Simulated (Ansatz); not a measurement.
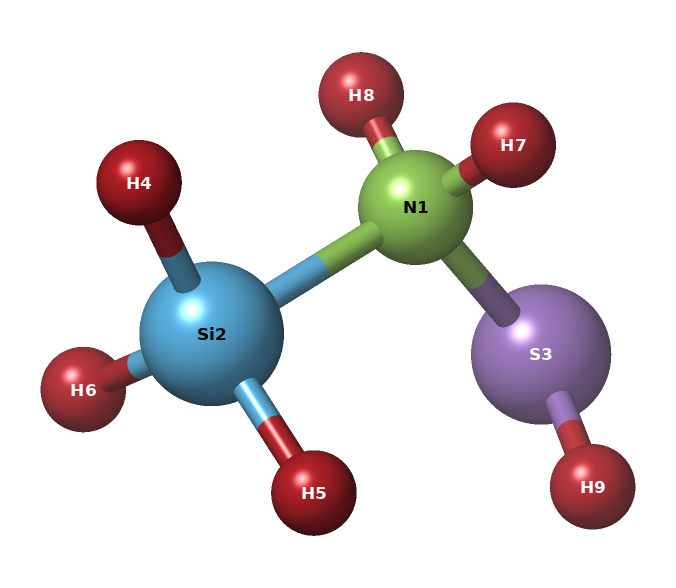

The species has charge +1 and is a spin singlet. The geometry was computed by an optimisation with PBE-D4/def2-SVP. No frequency run is at hand to confirm it as a minimum.

Give the bond lengths.

```csv
bond,length (Å)
N1–Si2,1.923
N1–S3,1.825
N1–H7,1.039
N1–H8,1.040
Si2–H4,1.493
Si2–H5,1.491
Si2–H6,1.489
S3–H9,1.367
```
